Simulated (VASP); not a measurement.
# Which magnetic order does InNi2SbO6 take?

Is InNi2SbO6 a ferromagnet or an antiferromagnet at this level? The start is a computed cell from the Materials Project.

Main program and level: VASP 6.6.1; PBEsol, DFT+U (Ni d 6 eV), spin-polarised, from parallel moments; plane waves and PAW (In_d, Ni, Sb, O), in the first sound run; inputs show where later runs differ.

## (1) Starting point

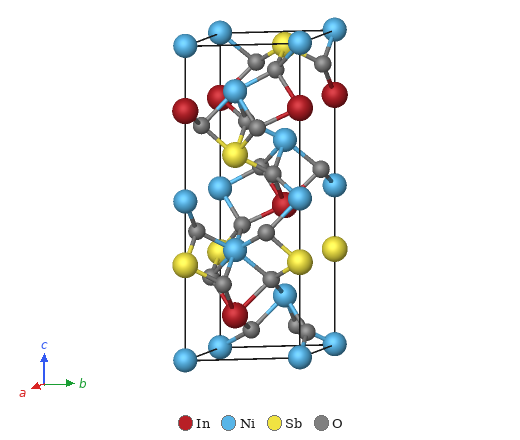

The starting structure, seen slightly off an axis (indium red, nickel blue, antimony yellow, oxygen grey). This picture shows the conventional cell, with its axes. Bonds to atoms that aren't drawn are left out. Some periodic images of atoms are drawn too.

Coordinates:

```xyz
10
Lattice="2.6432 1.5260 4.7467 -2.6432 1.5260 4.7467 0.0000 -3.0521 4.7467" Properties=species:S:1:pos:R:3 pbc="T T T"
In    0.0000    0.0000    2.9289
Ni    0.0000    0.0000   14.2168
Ni    0.0000    0.0000    7.0228
Sb    0.0000    0.0000    9.9103
O     1.8571    0.0680    6.0909
O    -0.8696   -1.6423    6.0909
O    -0.9875    1.5742    6.0909
O    -1.5349   -0.0688    8.5442
O     0.7078    1.3637    8.5442
O     0.8271   -1.2949    8.5442
```

## (2) Magnetic order, 10 atoms, start order ferro

Each run starts from other signs of the moments at the same geometry and cutoff; gentle mixing helps it keep them. Any wave vector in a name is a fraction of the reciprocal vectors of the first cell as typed.

Input file INCAR:

```
SYSTEM = InNi2SbO6
PREC = Normal
ENCUT = 480
EDIFF = 1E-06
NELM = 150
ISMEAR = -1
SIGMA = 0.1
LREAL = .FALSE.
ALGO = Normal
GGA = PS
NBANDS = 47
ISPIN = 2
MAGMOM = 0 2 2 0 0 0 0 0 0 0
LDAU = .TRUE.
LDAUTYPE = 2
LDAUL = -1 2 -1 -1
LDAUU = 0 6 0 0
LDAUJ = 0 0 0 0
LDAUPRINT = 1
LASPH = .TRUE.
LMAXMIX = 4
LORBIT = 11
LWAVE = .FALSE.
LCHARG = .TRUE.
KPAR = 4
AMIX = 0.2
BMIX = 1E-04
AMIX_MAG = 0.8
BMIX_MAG = 1E-04
```

Input file POSCAR:

```
InNi2SbO6
1.0
    2.6431540372      1.5260256949      4.7466677741
   -2.6431540372      1.5260256949      4.7466677741
    0.0000000000     -3.0520513898      4.7466677741
In Ni Sb O
1 2 1 6
Direct
    0.2056830000      0.2056830000      0.2056830000
    0.9983680000      0.9983680000      0.9983680000
    0.4931743300      0.4931743300      0.4931743300
    0.6959510000      0.6959510000      0.6959510000
    0.7864580000      0.0838620000      0.4128670000
    0.0838620000      0.4128670000      0.7864580000
    0.4128670000      0.7864580000      0.0838620000
    0.3021400000      0.8828500000      0.6150450000
    0.8828500000      0.6150450000      0.3021400000
    0.6150450000      0.3021400000      0.8828500000
```

Input file KPOINTS:

```
Automatic mesh
0
Gamma
6 6 6
0 0 0
```

PAW data sets: In_d, Ni, Sb and O (PBE family, release 64).

Command:

```sh
mpirun -np 4 vasp_std
```

Output:

```text
[banner, memory and clock lines left out]
running    4 mpi-ranks, on    1 nodes
 distrk:  each k-point on    1 cores,    4 groups
 distr:  one band on    1 cores,    1 groups

 POSCAR found type information on POSCAR InNiSbO
 POSCAR found :  4 types and      10 ions
|                                                                             |
|               ----> ADVICE to this user running VASP <----                  |
|                                                                             |
|     You enforced a specific xc type in the INCAR file but a different       |
|     [... a line on the potential file left out ...]
|     I HOPE YOU KNOW WHAT YOU ARE DOING!                                     |
|                                                                             |

 LDA part: xc-table for (Slater+PW92), standard interpolation
 POSCAR, INCAR and KPOINTS ok, starting setup
 FFT: planning ... GRIDC
 FFT: planning ... GRID_SOFT
 FFT: planning ... GRID
 WAVECAR not read
 entering main loop
       N       E                     dE             d eps       ncg     rms          rms(c)
DAV:   1     0.880428984977E+03    0.88043E+03   -0.32404E+04  7551   0.182E+03
DAV:   2     0.806384395880E+02   -0.79979E+03   -0.75877E+03  8300   0.492E+02
DAV:   3    -0.566170219233E+02   -0.13726E+03   -0.13305E+03  8603   0.211E+02
DAV:   4    -0.650958469483E+02   -0.84788E+01   -0.82776E+01  9162   0.551E+01
DAV:   5    -0.654332692384E+02   -0.33742E+00   -0.33625E+00 10076   0.112E+01    0.297E+01
DAV:   6    -0.585009399928E+02    0.69323E+01   -0.29888E+01 11449   0.688E+01    0.249E+01
DAV:   7    -0.591770978394E+02   -0.67616E+00   -0.92901E+00 10772   0.222E+01    0.176E+01
DAV:   8    -0.594743761083E+02   -0.29728E+00   -0.12070E+00 10872   0.120E+01    0.110E+01
DAV:   9    -0.598318548271E+02   -0.35748E+00   -0.57065E-01 12686   0.136E+01    0.367E+00
DAV:  10    -0.599032559170E+02   -0.71401E-01   -0.20396E-01 10408   0.536E+00    0.175E+00
DAV:  11    -0.598967884404E+02    0.64675E-02   -0.11048E-01 11961   0.354E+00    0.773E-01
DAV:  12    -0.599030271446E+02   -0.62387E-02   -0.22043E-02 10249   0.172E+00    0.380E-01
DAV:  13    -0.599049258299E+02   -0.18987E-02   -0.23579E-03 10697   0.590E-01    0.201E-01
DAV:  14    -0.599055809702E+02   -0.65514E-03   -0.70314E-04 12144   0.382E-01    0.915E-02
DAV:  15    -0.599057463290E+02   -0.16536E-03   -0.48466E-04 10020   0.151E-01    0.586E-02
DAV:  16    -0.599058160337E+02   -0.69705E-04   -0.66960E-05 11480   0.908E-02    0.331E-02
DAV:  17    -0.599058448824E+02   -0.28849E-04   -0.31433E-05 11475   0.686E-02    0.145E-02
DAV:  18    -0.599058532265E+02   -0.83442E-05   -0.11261E-05  9848   0.333E-02    0.109E-02
DAV:  19    -0.599058622991E+02   -0.90726E-05   -0.64311E-06  7752   0.372E-02    0.774E-03
DAV:  20    -0.599058668637E+02   -0.45646E-05   -0.41505E-06  7177   0.229E-02    0.624E-03
DAV:  21    -0.599058717845E+02   -0.49208E-05   -0.43136E-06  5806   0.277E-02    0.476E-03
DAV:  22    -0.599058743195E+02   -0.25350E-05   -0.30122E-06  6789   0.186E-02    0.410E-03
DAV:  23    -0.599058758859E+02   -0.15664E-05   -0.99886E-07  4828   0.130E-02    0.343E-03
DAV:  24    -0.599058778885E+02   -0.20025E-05   -0.14865E-06  4379   0.187E-02    0.256E-03
DAV:  25    -0.599058794547E+02   -0.15663E-05   -0.36473E-06  6374   0.163E-02    0.235E-03
DAV:  26    -0.599058802110E+02   -0.75622E-06   -0.98140E-07  4427   0.106E-02
   1 F= -.59905880E+02 E0= -.59905814E+02  d E =-.131549E-03  mag=     3.9999
```

It took 2.2 min on 4 MPI ranks of Intel Xeon Platinum 8488C (Sapphire Rapids), shared host; peak memory 1.6 GiB.

The logs omit lines about the potential files and the build; timing stands in the text.

From OUTCAR (step 2):

```text
ion  position               nearest neighbor table
   1  0.206  0.206  0.206-   9 2.13   8 2.13  10 2.13   7 2.29   6 2.29   5 2.29   2 2.95   3 3.12
                             3 3.12   3 3.12   2 3.54   2 3.54   2 3.54   4 3.78   4 3.78   4 3.78
   2  0.998  0.998  0.998-  10 2.05   8 2.05   9 2.05   7 2.15   6 2.15   5 2.15   1 2.95   4 3.08
                             4 3.08   4 3.08   1 3.54   1 3.54   1 3.54
   3  0.493  0.493  0.493-   5 2.08   7 2.08   6 2.08   8 2.16  10 2.16   9 2.16   4 2.89   1 3.12
                             1 3.12   1 3.12
   4  0.696  0.696  0.696-   6 2.00   7 2.00   5 2.00   8 2.06  10 2.06   9 2.06   3 2.89   2 3.08
                             2 3.08   2 3.08   1 3.78   1 3.78   1 3.78
   5  0.786  0.084  0.413-   4 2.00   3 2.08   2 2.15   1 2.29
   6  0.084  0.413  0.786-   4 2.00   3 2.08   2 2.15   1 2.29
   7  0.413  0.786  0.084-   4 2.00   3 2.08   2 2.15   1 2.29
   8  0.302  0.883  0.615-   2 2.05   4 2.06   1 2.13   3 2.16
   9  0.883  0.615  0.302-   2 2.05   4 2.06   1 2.13   3 2.16
  10  0.615  0.302  0.883-   2 2.05   4 2.06   1 2.13   3 2.16

  LATTYP: Found a trigonal (rhomboedric) cell.
 ALAT       =     5.6432147437
 COS(alpha) =     0.5612452927

 Subroutine GETGRP returns: Found  3 space group operations
 (whereof  3 operations were pure point group operations)

The static configuration has the point symmetry C_3 .

 Found     40 irreducible k-points:

   k-points           NKPTS =     40   k-points in BZ     NKDIM =     40   number of bands    NBANDS=     47

   dimension x,y,z NGX =    30 NGY =   30 NGZ =   30
   dimension x,y,z NGXF=    60 NGYF=   60 NGZF=   60

   ENCUT  =  480.0 eV  35.28 Ry    5.94 a.u.  10.08 10.08 10.08*2*pi/ulx,y,z

   NELECT =      74.0000    total number of electrons

 k-points in reciprocal lattice and weights: Automatic mesh
   0.00000000  0.00000000  0.00000000       0.005
   0.16666667  0.00000000 -0.00000000       0.028
   0.33333333  0.00000000 -0.00000000       0.028
   0.50000000  0.00000000 -0.00000000       0.014
   0.16666667  0.16666667 -0.00000000       0.028
   0.33333333  0.16666667 -0.00000000       0.028
  -0.33333333 -0.00000000 -0.16666667       0.028
   0.50000000  0.16666667 -0.00000000       0.028
   0.50000000  0.00000000 -0.16666667       0.028
[...]
-0.33333333  0.50000000  0.33333333       0.028
   0.50000000  0.50000000  0.50000000       0.005

atom =   2  type =  2  l = 2

 onsite density matrix

spin component  1

  1.0006 -0.0249 -0.0000 -0.0045 -0.0000
 -0.0249  1.0114 -0.0000 -0.0000 -0.0045
 -0.0000 -0.0000  0.9798  0.0000  0.0000
 -0.0045 -0.0000  0.0000  1.0114  0.0249
 -0.0000 -0.0045  0.0000  0.0249  1.0006

spin component  2

  0.6855  0.3844 -0.0000  0.0919 -0.0000
  0.3844  0.4405  0.0000  0.0000  0.0919
 -0.0000  0.0000  0.9759 -0.0000  0.0000
  0.0919  0.0000 -0.0000  0.4405 -0.3844
 -0.0000  0.0919  0.0000 -0.3844  0.6855

 occupancies and eigenvectors

  o =  0.1492  v =  0.0000  0.0000  0.0000  0.0000  0.0000 -0.1379 -0.0001 -0.0000  0.8050  0.5770      0.0000  0.0000  0.0000  0.0000  0.0000  0.0000  0.0000  0.0000  0.0000  0.0000
  o =  0.1492  v =  0.0000  0.0000  0.0000  0.0000  0.0000 -0.5770  0.8050  0.0000  0.0001 -0.1379      0.0000  0.0000  0.0000  0.0000  0.0000  0.0000  0.0000  0.0000  0.0000  0.0000
  o =  0.9759  v =  0.0000  0.0000  0.0000  0.0000  0.0000 -0.0000  0.0000 -1.0000 -0.0000  0.0000      0.0000  0.0000  0.0000  0.0000  0.0000  0.0000  0.0000  0.0000  0.0000  0.0000
  o =  0.9769  v =  0.0000  0.0000  0.0000  0.0000  0.0000 -0.1872  0.0000  0.0000 -0.5933  0.7829      0.0000  0.0000  0.0000  0.0000  0.0000  0.0000  0.0000  0.0000  0.0000  0.0000
  o =  0.9769  v =  0.0000  0.0000  0.0000  0.0000  0.0000  0.7829  0.5933  0.0000  0.0000  0.1872      0.0000  0.0000  0.0000  0.0000  0.0000  0.0000  0.0000  0.0000  0.0000  0.0000
  o =  0.9798  v = -0.0000 -0.0000  1.0000  0.0000 -0.0000  0.0000  0.0000  0.0000  0.0000  0.0000      0.0000  0.0000  0.0000  0.0000  0.0000  0.0000  0.0000  0.0000  0.0000  0.0000
  o =  0.9801  v = -0.1396  0.0000  0.0000 -0.6290  0.7648  0.0000  0.0000  0.0000  0.0000  0.0000      0.0000  0.0000  0.0000  0.0000  0.0000  0.0000  0.0000  0.0000  0.0000  0.0000
  o =  0.9801  v =  0.7648  0.6290  0.0000  0.0000  0.1396  0.0000  0.0000  0.0000  0.0000  0.0000      0.0000  0.0000  0.0000  0.0000  0.0000  0.0000  0.0000  0.0000  0.0000  0.0000
  o =  1.0319  v =  0.1130  0.0000 -0.0000 -0.7774 -0.6188  0.0000  0.0000  0.0000  0.0000  0.0000      0.0000  0.0000  0.0000  0.0000  0.0000  0.0000  0.0000  0.0000  0.0000  0.0000
  o =  1.0319  v = -0.6188  0.7774 -0.0000  0.0000 -0.1130  0.0000  0.0000  0.0000  0.0000  0.0000      0.0000  0.0000  0.0000  0.0000  0.0000  0.0000  0.0000  0.0000  0.0000  0.0000

atom =   3  type =  2  l = 2

 onsite density matrix

spin component  1

  0.9947  0.0221  0.0000 -0.0014 -0.0000
  0.0221  1.0102 -0.0000 -0.0000 -0.0014
  0.0000 -0.0000  0.9820 -0.0000  0.0000
 -0.0014 -0.0000 -0.0000  1.0102 -0.0221
 -0.0000 -0.0014  0.0000 -0.0221  0.9947

spin component  2

  0.6977 -0.3905  0.0000  0.0484 -0.0000
 -0.3905  0.4193  0.0000  0.0000  0.0484
  0.0000  0.0000  0.9789  0.0000  0.0000
  0.0484  0.0000  0.0000  0.4193  0.3905
 -0.0000  0.0484  0.0000  0.3905  0.6977

 occupancies and eigenvectors

  o =  0.1411  v =  0.0000  0.0000  0.0000  0.0000  0.0000  0.0710 -0.0000 -0.0000 -0.8166  0.5729      0.0000  0.0000  0.0000  0.0000  0.0000  0.0000  0.0000  0.0000  0.0000  0.0000
  o =  0.1411  v =  0.0000  0.0000  0.0000  0.0000  0.0000 -0.5729 -0.8166 -0.0000  0.0000  0.0710      0.0000  0.0000  0.0000  0.0000  0.0000  0.0000  0.0000  0.0000  0.0000  0.0000
  o =  0.9758  v =  0.0000  0.0000  0.0000  0.0000  0.0000 -0.1005  0.0000  0.0000 -0.5773 -0.8104      0.0000  0.0000  0.0000  0.0000  0.0000  0.0000  0.0000  0.0000  0.0000  0.0000
  o =  0.9758  v =  0.0000  0.0000  0.0000  0.0000  0.0000  0.8104 -0.5773  0.0000 -0.0000 -0.1005      0.0000  0.0000  0.0000  0.0000  0.0000  0.0000  0.0000  0.0000  0.0000  0.0000
  o =  0.9789  v =  0.0000  0.0000  0.0000  0.0000  0.0000  0.0000  0.0000  1.0000  0.0000  0.0000      0.0000  0.0000  0.0000  0.0000  0.0000  0.0000  0.0000  0.0000  0.0000  0.0000
  o =  0.9789  v = -0.0499 -0.0000  0.0000 -0.5786 -0.8141  0.0000  0.0000  0.0000  0.0000  0.0000      0.0000  0.0000  0.0000  0.0000  0.0000  0.0000  0.0000  0.0000  0.0000  0.0000
  o =  0.9789  v = -0.8141  0.5786 -0.0000 -0.0000  0.0499  0.0000  0.0000  0.0000  0.0000  0.0000      0.0000  0.0000  0.0000  0.0000  0.0000  0.0000  0.0000  0.0000  0.0000  0.0000
  o =  0.9820  v = -0.0000 -0.0000 -1.0000 -0.0000 -0.0000  0.0000  0.0000  0.0000  0.0000  0.0000      0.0000  0.0000  0.0000  0.0000  0.0000  0.0000  0.0000  0.0000  0.0000  0.0000
  o =  1.0259  v =  0.0354  0.0000  0.0000 -0.8156  0.5775  0.0000  0.0000  0.0000  0.0000  0.0000      0.0000  0.0000  0.0000  0.0000  0.0000  0.0000  0.0000  0.0000  0.0000  0.0000
  o =  1.0259  v = -0.5775 -0.8156  0.0000 -0.0000  0.0354  0.0000  0.0000  0.0000  0.0000  0.0000      0.0000  0.0000  0.0000  0.0000  0.0000  0.0000  0.0000  0.0000  0.0000  0.0000

 average (electrostatic) potential at core
       1 -93.7281       2 -85.0186       3 -85.2599       4 -86.9722       5 -68.6592
       6 -68.6592       7 -68.6592       8 -68.5981       9 -68.5981      10 -68.5981

 E-fermi :   6.1141

 spin component 1
 k-point     1 :       0.0000    0.0000    0.0000
  band No.  band energies     occupation
    ...
     35       4.3174      1.00000
     36       4.5363      1.00000
     37       4.5363      1.00000
     38       5.2946      0.99972
     39       5.2946      0.99972
     40       6.5528      0.01229
     41      10.4284      0.00000
     42      12.1671      0.00000
     43      13.1834      0.00000
     44      13.1834      0.00000
    ...

 k-point     2 :       0.1667    0.0000   -0.0000
  band No.  band energies     occupation
    ...
     35       4.2450      1.00000
     36       4.4979      1.00000
     37       4.6678      1.00000
     38       5.1431      0.99994
     39       5.2280      0.99986
     40       7.2127      0.00002
     41      10.5123      0.00000
     42      11.9609      0.00000
     43      12.5924      0.00000
     44      13.5618      0.00000
    ...

 k-point     3 :       0.3333    0.0000   -0.0000
  band No.  band energies     occupation
    ...
     35       4.0760      1.00000
     36       4.4629      1.00000
     37       4.6503      1.00000
     38       4.9403      0.99999
     39       5.0839      0.99997
     40       8.2651      0.00000
     41      10.1790      0.00000
     42      11.8554      0.00000
     43      12.6738      0.00000
     44      13.3202      0.00000
    ...

 k-point     4 :       0.5000    0.0000   -0.0000
  band No.  band energies     occupation
    ...
     35       4.0972      1.00000
     36       4.4510      1.00000
     37       4.4714      1.00000
     38       4.8871      1.00000
     39       5.0115      0.99998
     40       8.8915      0.00000
     41       9.6997      0.00000
     42      12.1048      0.00000
     43      12.3964      0.00000
     44      13.4286      0.00000
    ...

 k-point     5 :       0.1667    0.1667   -0.0000
  band No.  band energies     occupation
    ...
     35       4.3060      1.00000
     36       4.4369      1.00000
     37       4.5685      1.00000
     38       5.0708      0.99997
     39       5.2798      0.99976
     40       7.3667      0.00000
     41      10.5255      0.00000
     42      11.9614      0.00000
     43      12.6764      0.00000
     44      13.5518      0.00000
    ...

 k-point     6 :       0.3333    0.1667   -0.0000
  band No.  band energies     occupation
    ...
     35       4.1963      1.00000
     36       4.3438      1.00000
     37       4.5733      1.00000
     38       4.8610      1.00000
     39       5.2167      0.99987
     40       8.1831      0.00000
     41      10.3585      0.00000
     42      11.9662      0.00000
     43      12.6574      0.00000
     44      13.2829      0.00000
    ...

  Total       -5.9599475     -5.9599475     -5.8330827     -0.0004340      0.0000000      0.0000000
  in kB      -83.1244165    -83.1244165    -81.3550113     -0.0060537      0.0000000      0.0000000
  external PRESSURE =     -82.5346148 kB  Pullay stress =       0.0000000 kB

  energy-cutoff  :      480.00
  volume of cell :      114.87
      direct lattice vectors                 reciprocal lattice vectors
     2.643154037  1.526025695  4.746667774     0.189167938  0.109216160  0.070224703
    -2.643154037  1.526025695  4.746667774    -0.189167938  0.109216160  0.070224703
     0.000000000 -3.052051390  4.746667774     0.000000000 -0.218432320  0.070224703

 POSITION                                       TOTAL-FORCE (eV/Angst)
 -----------------------------------------------------------------------------------
      0.00000      0.00000      2.92893         0.000000     -0.000000     -0.074900
      0.00000      0.00000     14.21676         0.000000     -0.000000      0.023468
      0.00000      0.00000      7.02280         0.000000     -0.000000      0.054956
      0.00000      0.00000      9.91034         0.000000     -0.000000     -0.121803
      1.85707      0.06804      6.09086        -0.067992      0.136481      0.005600
     -0.86961     -1.64229      6.09086         0.152192     -0.009358      0.005600
     -0.98746      1.57425      6.09086        -0.084201     -0.127123      0.005600
     -1.53491     -0.06882      8.54417         0.027667     -0.092037      0.033826
      0.70785      1.36368      8.54417        -0.093540      0.022058      0.033826
      0.82706     -1.29486      8.54417         0.065873      0.069978      0.033826
 -----------------------------------------------------------------------------------
    total drift:                               -0.000003     -0.000001      0.003196

  FREE ENERGIE OF THE ION-ELECTRON SYSTEM (eV)
  ---------------------------------------------------
  free  energy   TOTEN  =       -59.9058802110 eV

  energy  without entropy=      -59.9057486615  energy(sigma->0) =      -59.90581444

 total charge
# of ion       s       p       d       tot
------------------------------------------
    1        0.633   0.617  10.052  11.302
    2        0.342   0.420   8.205   8.967
    3        0.330   0.393   8.179   8.903
    4        0.954   1.027   0.259   2.240
    5        1.564   3.426   0.000   4.989
    6        1.564   3.426   0.000   4.989
    7        1.564   3.426   0.000   4.989
    8        1.563   3.441   0.000   5.004
    9        1.563   3.441   0.000   5.004
   10        1.563   3.441   0.000   5.004
--------------------------------------------------
tot         11.640  23.055  26.696  61.391

 magnetization (x)
# of ion       s       p       d       tot
------------------------------------------
    1       -0.001   0.001   0.000  -0.000
    2        0.007   0.008   1.773   1.788
    3        0.007   0.008   1.777   1.792
    4       -0.001   0.002   0.001   0.001
    5        0.006   0.055   0.000   0.062
    6        0.006   0.055   0.000   0.062
    7        0.006   0.055   0.000   0.062
    8        0.006   0.061   0.000   0.067
    9        0.006   0.061   0.000   0.067
   10        0.006   0.061   0.000   0.067
--------------------------------------------------
tot          0.050   0.366   3.551   3.967

[... 6 further parts left out ...]
```

The magnetic state follows from one typed start and may not be the lowest. The gap is read on the k-mesh alone, so it is an upper bound where the band edges lie off the mesh. The PAW data sets were made with PBE, which is usual practice but a small mismatch for other functionals.

Numbers from this step:

```
electronic cycles                                 : 26
electrons                                         : 74
free energy (TOTEN)                               : -59.9059 eV
energy at zero smearing                           : -59.9058 eV
Fermi energy                                      : 6.114 eV
moment of the cell, from the last line of the log : 4 μB
metallic                                          : no
gap on the k-mesh                                 : 1.258 eV
least direct gap on the k-mesh                    : 1.258 eV
```

Spin moment in the PAW sphere by atom:

| atom | spin moment in the PAW sphere (μB) |
| --- | --- |
| In1 | 0.00 |
| Ni2 | 1.79 |
| Ni3 | 1.79 |
| Sb4 | 0.00 |
| O5 | 0.06 |
| O6 | 0.06 |
| O7 | 0.06 |
| O8 | 0.07 |
| O9 | 0.07 |
| O10 | 0.07 |

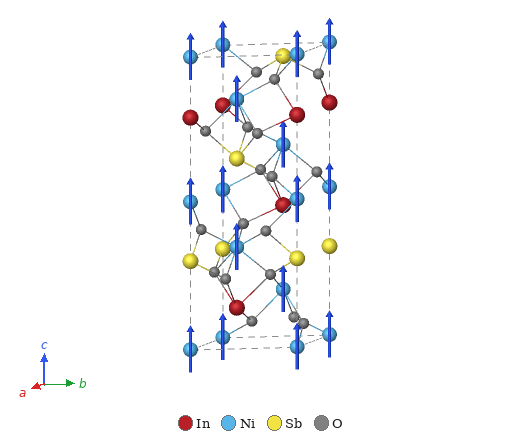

Spin moment in the PAW sphere as arrows, the longest 1.79 μB. Up and down stand for the sign. Arrows give size and sign along the axis of quantisation, drawn up and down the page. Bonds to atoms that aren't drawn are left out. Some periodic images of atoms are drawn too.

(Continued in part 2 of 3.)

[Lines on the potential files, build, host, timing and source positions are cut from VASP's logs without a mark.]

[Logs are printed without paths, hosts, clocks, repeated set-up lines and the standing remarks that a program may print on its own settings, such as how far it seeks lower states.]

[Hosts, paths, dates, database ids (printed as entryN), source tags and the programs' standing remarks are cut or masked in the printed files.]

[Runs that stopped without an error message from VASP are left out.]

[In band tables of VASP the shares of atoms and orbitals are scaled to a sum of 1 inside the atoms' spheres.]
